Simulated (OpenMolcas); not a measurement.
# Run report: Au³⁺ complex, multiconfigurational calculation

- system: Au³⁺ with 6 ligands (H2O; octahedron, 2.21 Å), with no charges around it.
- method: state-averaged CASSCF, active space 8 electrons in the shell 5d, basis ANO-RCC-VDZP on the metal and ANO-RCC-VDZP on the ligands, DKH2 scalar Hamiltonian, spin-orbit coupling by RASSI with atomic mean-field integrals (OpenMolcas)

## Results in brief

```
                                 quantity                                                                 value
                                  outcome                                                             converged
      energy of the lowest spin-free term                                                  −19449.06811 hartree
    energy of the lowest spin-orbit level                                                  −19449.08268 hartree
largest spread among components of a term                                                              0.0 cm⁻¹
                                 hardware  1 thread of Arm Neoverse V2, 24 GiB of memory available, shared host
                                wall time                                                                  50 s
                              peak memory                                                              0.61 GiB
```

## Remarks

Without dynamic correlation the splittings between terms come out too large, often by 20 to 50 %. To bear in mind: covalent bonds, ligand orbitals missing from the active space; distances are set from ionic radii, not optimised.

## The input
```
&GATEWAY
Coord
19

Au 0.0 0.0 0.0
O 2.210000 0.000000 0.000000
H 2.786978 0.779741 0.000000
H 2.786978 -0.779741 0.000000
O 0.000000 2.210000 0.000000
H 0.000000 2.786978 0.779741
H 0.000000 2.786978 -0.779741
O -2.210000 0.000000 0.000000
H -2.786978 0.779741 0.000000
H -2.786978 -0.779741 0.000000
O 0.000000 -2.210000 0.000000
H 0.000000 -2.786978 0.779741
H 0.000000 -2.786978 -0.779741
O 0.000000 0.000000 2.210000
H 0.779741 0.000000 2.786978
H -0.779741 0.000000 2.786978
O 0.000000 0.000000 -2.210000
H 0.779741 0.000000 -2.786978
H -0.779741 0.000000 -2.786978
Basis=Au.ANO-RCC-VDZP,H.ANO-RCC-VDZP,O.ANO-RCC-VDZP
Group=XYZ
NoMove
AngMom=0.0 0.0 0.0
AMFI
RICD
&SEWARD
&RASSCF
FileOrb=start.orb
Symmetry=1
Spin=3
nActEl=8 0 0
Inactive=30 34
Ras2=5 0
CIRoot=10 10 1
SDav=10
CIMx=300
Iter=150 100
PrWF=0.3
OrbListing=Nothing
MaxOrb=0
LevShft=1.0
>>> COPY $Project.JobIph JOB001
&RASSCF
FileOrb=start.orb
Symmetry=1
Spin=1
nActEl=8 0 0
Inactive=30 34
Ras2=5 0
CIRoot=15 15 1
SDav=15
CIMx=300
Iter=150 100
PrWF=0.3
OrbListing=Nothing
MaxOrb=0
LevShft=1.0
>>> COPY $Project.JobIph JOB002
&RASSI
NrOfJobIphs=2 10 15
1 2 3 4 5 6 7 8 9 10
1 2 3 4 5 6 7 8 9 10 11 12 13 14 15
IphNames
JOB001
JOB002
EJob
SpinOrbit
DIPRint=1.0
SOCoupling=1000.0
Subsets=2
Property=9
'ANGMOM' 1 'ANGMOM' 2 'ANGMOM' 3 'MLTPL  1' 1 'MLTPL  1' 2 'MLTPL  1' 3
'AMFI' 1 'AMFI' 2 'AMFI' 3
SOProperty=3
'ANGMOM' 1 'ANGMOM' 2 'ANGMOM' 3
```

The file start.orb holds starting orbitals from an earlier step. A driver script formed the levels outside the program, from RASSI's spin-orbit matrix and the active-space energies, averaged over the components of each term or state.

Run as:
```bash
OMP_NUM_THREADS=1 MOLCAS_MEM=2457 MOLCAS_PROJECT=a pymolcas a.inp > a.log  # once for each step of the input, in one work folder
```

## Log (extracts)
```
--- SEWARD ---
Basis set label: AU.ANO-RCC...7S6P4D2F.

      Electronic valence basis set:
      ------------------
      Associated Effective Charge  79.000000 au
      Associated Actual Charge     79.000000 au
      Nuclear Model: Point charge

      Shell  nPrim  nBasis  Cartesian Spherical Contaminant
         s      24       7        X
         p      21       6        X
         d      15       4                 X
         f      11       2                 X
                  Relativistic Douglas-Kroll-Hess integrals:
                    - DKH order of Hamiltonian: 2
                    - DKH order of Properties : 0
                  Atomic mean-field integrals
--- RASSCF ---
Wave function specifications:
      -----------------------------

      Number of closed shell electrons         128
      Number of electrons in active shells       8
      Max number of holes in RAS1 space          0
      Max nr of electrons in RAS3 space          0
      Number of inactive orbitals               64
      Number of active orbitals                  5
      Number of secondary orbitals             134
      Spin quantum number                      1.0
      State symmetry                             1
Orbital specifications:
      -----------------------

      Symmetry species                           1   2
                                                ag  au
      Frozen orbitals                            0   0
      Inactive orbitals                         30  34
      Active orbitals                            5   0
      RAS1 orbitals                              0   0
      RAS2 orbitals                              5   0
      RAS3 orbitals                              0   0
      Secondary orbitals                        64  70
      Deleted orbitals                           0   0
      Number of basis functions                 99 104
      Number of CSFs                            10
      Number of root(s) required                10
      Iter CI   SX   CI       RASSCF       Energy    max ROT     max BLB   max BLB  Level Ln srch  Step   QN
          iter iter root      energy       change     param      element    value   shift minimum  type update
 Nr of preliminary CI iterations:   1
      Total energies have been shifted. Add               -19000.00 au
        1   1    9    0  -448.62656653    0.00E+00   8.82E-02   35  41 1  3.62E-01*  1.33   0.00    SX    NO
        2   1    9    0  -448.88686654   -2.60E-01* -7.63E-02   25  49 1  1.06E-01*  1.13   0.00    SX    NO
        3   1    9    0  -448.93420153   -4.73E-02* -5.24E-02   25  49 1  4.28E-02*  1.08   0.00    SX    NO
        4   1    9    0  -448.94712986   -1.29E-02*  3.41E-02   25  42 1 -1.85E-02*  1.04   0.00    SX    NO
        5   1    8    0  -448.95183911   -4.71E-03*  4.23E-02   26  35 1 -1.08E-02*  1.03   2.50    LS   YES
        6   1    8    0  -448.95476931   -2.93E-03* -2.24E-02   34  40 1 -8.41E-03*  1.01   1.38    QN   YES
        7   1    8    0  -448.95570341   -9.34E-04* -1.65E-02   25  42 1  6.09E-03*  1.00   1.80    LS   YES
        8   1    8    0  -448.95592946   -2.26E-04* -7.26E-03   25  42 1  7.67E-03*  0.99   1.08    QN   YES
        9   1    8    0  -448.95619998   -2.71E-04* -6.93E-03   25  42 1  3.91E-03*  0.99   1.98    LS   YES
       10   1    8    0  -448.95628735   -8.74E-05*  4.38E-03   35  41 1  2.93E-03*  0.99   1.02    QN   YES
       11   1    7    0  -448.95634106   -5.37E-05*  6.07E-03   25  49 1  1.37E-03*  0.99   2.42    LS   YES
       12   1    7    0  -448.95637053   -2.95E-05* -2.95E-03   18  43 2 -1.63E-03*  0.99   1.06    QN   YES
       13   1    7    0  -448.95638541   -1.49E-05*  2.48E-03   13  38 2  5.97E-04*  0.99   1.57    QN   YES
       14   1    6    0  -448.95639124   -5.83E-06* -6.34E-04   25  42 1 -3.33E-04*  0.99   1.22    QN   YES
       15   1    6    0  -448.95639202   -7.84E-07* -2.69E-04   25  36 1  2.03E-04*  0.99   1.42    LS   YES
       16   1    6    0  -448.95639210   -7.67E-08*  1.08E-04   25  36 1  2.01E-04*  0.99   1.00    QN   YES
       17   1    5    0  -448.95639220   -1.07E-07*  7.08E-05   25  36 1  1.09E-04*  0.99   1.66    LS   YES
       18   1    5    0  -448.95639222   -2.06E-08* -4.30E-05   19  44 2 -5.53E-05   0.99   1.01    QN   YES
       19   1    5    0  -448.95639223   -1.02E-08*  3.21E-05   25  36 1  2.73E-05   0.99   2.50    QN   YES
       20   1    4    0  -448.95639224   -3.23E-09   2.82E-06   25  42 1  8.41E-06   0.99   1.08    QN   YES
      Convergence after 20 iterations
       21   1    4    0  -448.95639224   -4.69E-10   2.82E-06   25  42 1  4.70E-06   0.99   1.08    QN   YES
      Natural orbitals and occupation numbers for root  1
      sym 1:   2.000000   2.000000   2.000000   1.000000   1.000000
      Natural orbitals and occupation numbers for root  2
      sym 1:   1.092771   2.000000   1.092771   1.907229   1.907229
      Natural orbitals and occupation numbers for root  3
      sym 1:   1.199154   2.000000   1.800846   1.800846   1.199154
::    RASSCF root number  1 Total energy: -19449.06810723
::    RASSCF root number  2 Total energy: -19448.98815223
::    RASSCF root number  3 Total energy: -19448.98815223
::    RASSCF root number  4 Total energy: -19448.98815223
::    RASSCF root number  5 Total energy: -19448.95400944
::    RASSCF root number  6 Total energy: -19448.95400944
::    RASSCF root number  7 Total energy: -19448.95400944
::    RASSCF root number  8 Total energy: -19448.88977670
::    RASSCF root number  9 Total energy: -19448.88977670
::    RASSCF root number 10 Total energy: -19448.88977670
--- RASSCF ---
Wave function specifications:
      -----------------------------

      Number of closed shell electrons         128
      Number of electrons in active shells       8
      Max number of holes in RAS1 space          0
      Max nr of electrons in RAS3 space          0
      Number of inactive orbitals               64
      Number of active orbitals                  5
      Number of secondary orbitals             134
      Spin quantum number                      0.0
      State symmetry                             1
Orbital specifications:
      -----------------------

      Symmetry species                           1   2
                                                ag  au
      Frozen orbitals                            0   0
      Inactive orbitals                         30  34
      Active orbitals                            5   0
      RAS1 orbitals                              0   0
      RAS2 orbitals                              5   0
      RAS3 orbitals                              0   0
      Secondary orbitals                        64  70
      Deleted orbitals                           0   0
      Number of basis functions                 99 104
      Number of CSFs                            15
      Number of root(s) required                15
      Iter CI   SX   CI       RASSCF       Energy    max ROT     max BLB   max BLB  Level Ln srch  Step   QN
          iter iter root      energy       change     param      element    value   shift minimum  type update
 Nr of preliminary CI iterations:   1
      Total energies have been shifted. Add               -19000.00 au
        1   1    8    0  -448.90286908    0.00E+00   1.08E-02   25  35 1 -5.06E-03*  0.99   0.00    SX    NO
        2   1    8    0  -448.90348429   -6.15E-04*  7.37E-03   25  35 1 -3.44E-03*  0.98   0.00    SX    NO
        3   1    8    0  -448.90385225   -3.68E-04* -5.89E-03   29  31 1 -2.40E-03*  0.98   0.00    SX    NO
        4   1    8    0  -448.90408830   -2.36E-04* -5.05E-03   29  31 1 -2.05E-03*  0.97   0.00    SX    NO
        5   1    8    0  -448.90424565   -1.57E-04* -7.28E-03   29  31 1 -1.76E-03*  0.97   2.50    LS   YES
        6   1    8    0  -448.90441852   -1.73E-04* -1.03E-02   27  36 1 -1.51E-03*  0.97   2.50    LS   YES
        7   1    7    0  -448.90455426   -1.36E-04* -7.11E-03   27  36 1 -1.54E-03*  0.96   1.56    QN   YES
        8   1    7    0  -448.90459442   -4.02E-05*  3.58E-03   27  36 1 -9.93E-04*  0.96   1.41    QN   YES
        9   1    7    0  -448.90461055   -1.61E-05*  2.73E-03   25  35 1  6.14E-04*  0.96   1.77    LS   YES
       10   1    7    0  -448.90461443   -3.88E-06* -1.94E-03   25  35 1  4.40E-04*  0.96   1.03    QN   YES
       11   1    7    0  -448.90461912   -4.69E-06* -1.27E-03   25  35 1  1.63E-04*  0.96   1.66    LS   YES
       12   1    6    0  -448.90462001   -8.92E-07*  5.74E-05   27  36 1  1.90E-04*  0.96   1.01    QN   YES
       13   1    6    0  -448.90462012   -1.07E-07*  6.13E-05   27  36 1  1.01E-04*  0.96   1.76    QN   YES
       14   1    5    0  -448.90462017   -5.37E-08* -2.66E-05   27  36 1  2.18E-05   0.96   1.13    QN   YES
       15   1    5    0  -448.90462018   -4.29E-09  -1.18E-05   27  42 1  1.11E-05   0.96   1.38    QN   YES
      Convergence after 15 iterations
       16   1    5    0  -448.90462018   -1.12E-09  -1.18E-05   27  42 1  5.92E-06   0.96   1.38    QN   YES
      Natural orbitals and occupation numbers for root  1
      sym 1:   1.995908   1.999949   1.003686   1.996772   1.003686
      Natural orbitals and occupation numbers for root  2
      sym 1:   1.999178   1.995137   1.003686   1.998314   1.003686
      Natural orbitals and occupation numbers for root  3
      sym 1:   1.966733   1.966733   1.049900   1.966733   1.049900
::    RASSCF root number  1 Total energy: -19449.01505096
::    RASSCF root number  2 Total energy: -19449.01505096
::    RASSCF root number  3 Total energy: -19448.97249233
::    RASSCF root number  4 Total energy: -19448.93784239
::    RASSCF root number  5 Total energy: -19448.93784239
::    RASSCF root number  6 Total energy: -19448.93784239
::    RASSCF root number  7 Total energy: -19448.91998297
::    RASSCF root number  8 Total energy: -19448.91998297
::    RASSCF root number  9 Total energy: -19448.91998297
::    RASSCF root number 10 Total energy: -19448.84725752
::    RASSCF root number 11 Total energy: -19448.84725752
::    RASSCF root number 12 Total energy: -19448.84725752
::    RASSCF root number 13 Total energy: -19448.84382467
::    RASSCF root number 14 Total energy: -19448.84382467
::    RASSCF root number 15 Total energy: -19448.76381047
--- RASSI ---
SPIN-FREE ENERGIES:
  (Shifted by EMIN (a.u.) =     -19449.0681072320)

 SF State       Relative EMIN(au)   Rel lowest level(eV)    D:o, cm**(-1)

     1             0.0000000000        0.0000000000              0.0000
    11             0.0530562762        1.4437348239          11644.5067
    12             0.0530562762        1.4437348239          11644.5067
     4             0.0799550006        2.1756864036          17548.0943
     2             0.0799550006        2.1756864036          17548.0943
     3             0.0799550006        2.1756864036          17548.0943
    13             0.0956149024        2.6018140408          20985.0455
     5             0.1140977880        3.1047589789          25041.5700
     6             0.1140977880        3.1047589789          25041.5700
     7             0.1140977880        3.1047589789          25041.5700
    14             0.1302648435        3.5446869699          28589.8285
    15             0.1302648435        3.5446869699          28589.8285
    16             0.1302648435        3.5446869699          28589.8285
    17             0.1481242630        4.0306665322          32509.5180
    18             0.1481242630        4.0306665322          32509.5180
    19             0.1481242630        4.0306665322          32509.5180
     8             0.1783305281        4.8526208790          39139.0269
     9             0.1783305281        4.8526208790          39139.0269
    10             0.1783305281        4.8526208790          39139.0269
    20             0.2208497164        6.0096269350          48470.9101
    21             0.2208497164        6.0096269350          48470.9101
    22             0.2208497164        6.0096269350          48470.9101
    23             0.2242825623        6.1030394304          49224.3327
    24             0.2242825623        6.1030394304          49224.3327
    25             0.3042967646        8.2803367961          66785.4202
     Dipole printing threshold changed to   1.00000000E+00
Eigenvalues of complex Hamiltonian:
   -----------------------------------
  (Shifted by EMIN (a.u.) =     -19449.0681072320)

 SO State       Relative EMIN(au)   Rel lowest level(eV)    D:o, cm**(-1)

     1            -0.0145737204        0.0000000000              0.0000
     2            -0.0145737204        0.0000000000              0.0000
     3            -0.0145737204        0.0000000005              0.0000
     4             0.0289440539        1.1841789646           9551.0475
     5             0.0289440539        1.1841789647           9551.0475
     6             0.0593599667        2.0118381160          16226.5687
     7             0.0593599667        2.0118381156          16226.5687
     8             0.0593599667        2.0118381158          16226.5687
     9             0.0610891439        2.0588914246          16606.0792
    10             0.0610891439        2.0588914253          16606.0793
    11             0.0652816832        2.1729762312          17526.2353
    12             0.0769698364        2.4910270832          20091.4884
    13             0.0769698365        2.4910270838          20091.4884
    14             0.0769698364        2.4910270829          20091.4884
    15             0.0918564399        2.8961121997          23358.7202
    16             0.1143858002        3.5091673248          28303.3432
    17             0.1143858002        3.5091673246          28303.3432
    18             0.1143858002        3.5091673245          28303.3432
    19             0.1152131394        3.5316803727          28484.9232
    20             0.1152131395        3.5316803728          28484.9232
    21             0.1152131395        3.5316803728          28484.9232
    22             0.1225724641        3.7319377995          30100.1083
    23             0.1279748151        3.8789432573          31285.7873
    24             0.1279748151        3.8789432572          31285.7873
    25             0.1279748150        3.8789432564          31285.7873
    26             0.1331103175        4.0186873963          32412.8998
    27             0.1331103175        4.0186873968          32412.8998
    28             0.1518452545        4.5284910040          36524.7432
    29             0.1518452545        4.5284910054          36524.7432
    30             0.1518452545        4.5284910055          36524.7432
    31             0.1692529549        5.0021786623          40345.2918
    32             0.1827884787        5.3704990286          43315.9959
    33             0.1827884787        5.3704990286          43315.9959
    34             0.1827884787        5.3704990286          43315.9959
    35             0.1894124803        5.5507472967          44769.7962
    36             0.1894124803        5.5507472964          44769.7962
    37             0.1941122424        5.6786343386          45801.2748
    38             0.1941122424        5.6786343384          45801.2748
    39             0.1941122424        5.6786343371          45801.2748
    40             0.2359296431        6.8165437811          54979.1334
    41             0.2359296431        6.8165437793          54979.1334
Weights of the five most important spin-orbit-free states for each spin-orbit state.

 SO State  Total energy (au)           Spin-free states, spin, and weights
 -------------------------------------------------------------------------------------------------------
    1        -0.014574       1 1.0  0.8768    4 1.0  0.0482    3 1.0  0.0266    2 1.0  0.0265   14 0.0  0.0083
    2        -0.014574       1 1.0  0.8768    3 1.0  0.0373    4 1.0  0.0364    2 1.0  0.0277   14 0.0  0.0083
    3        -0.014574       1 1.0  0.8768    2 1.0  0.0472    3 1.0  0.0375    4 1.0  0.0168   16 0.0  0.0146
    4         0.028944      12 0.0  0.6346    2 1.0  0.1279    4 1.0  0.1073   11 0.0  0.0465    3 1.0  0.0432
    5         0.028944      11 0.0  0.6346    3 1.0  0.1424    4 1.0  0.0783    2 1.0  0.0577   12 0.0  0.0465
    6         0.059360       2 1.0  0.2813    3 1.0  0.2500    4 1.0  0.2242    7 1.0  0.0816    6 1.0  0.0681
    7         0.059360       3 1.0  0.3274    4 1.0  0.2962    2 1.0  0.1319    5 1.0  0.0759    7 1.0  0.0719
    8         0.059360       2 1.0  0.3423    4 1.0  0.2351    3 1.0  0.1782    6 1.0  0.0797    5 1.0  0.0738
    9         0.061089       4 1.0  0.2375    6 1.0  0.2140    3 1.0  0.1747    7 1.0  0.1393   11 0.0  0.0775
   10         0.061089       2 1.0  0.2509    5 1.0  0.2324    3 1.0  0.1480    7 1.0  0.1025    4 1.0  0.0852
   11         0.065282      13 0.0  0.5054    7 1.0  0.1569    5 1.0  0.1569    6 1.0  0.1569    9 1.0  0.0064
   12         0.076970       4 1.0  0.2947    3 1.0  0.2515   15 0.0  0.1008    7 1.0  0.0902    5 1.0  0.0900
```

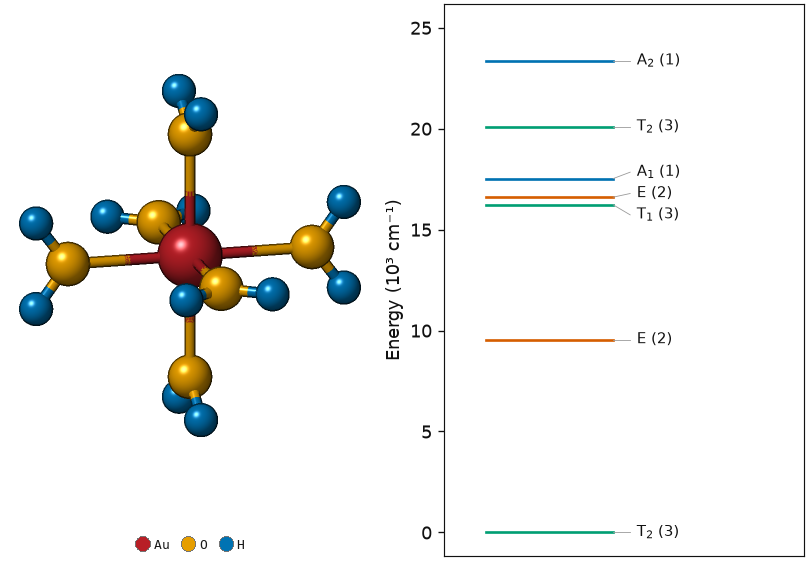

**Figure 1.** Au³⁺ (5d⁸) with 6 ligands, H₂O, at 2.21 Å (arrangement: octahedron, Th), and its levels. Labels give the representation in O, Td, D4 or D3 as the site allows (double group for half-integer spin) where it could be assigned and, in brackets, the degeneracy; spin-free states, where drawn, share the zero of the spin-orbit levels. The ground level is T₂, 3-fold degenerate, 98 % from states of spin multiplicity 3. The next level lies at 9,550 cm⁻¹ (E). The active orbitals hold 78 to 92 % metal character (Löwdin), and the Mulliken charge of the metal is +2.00.
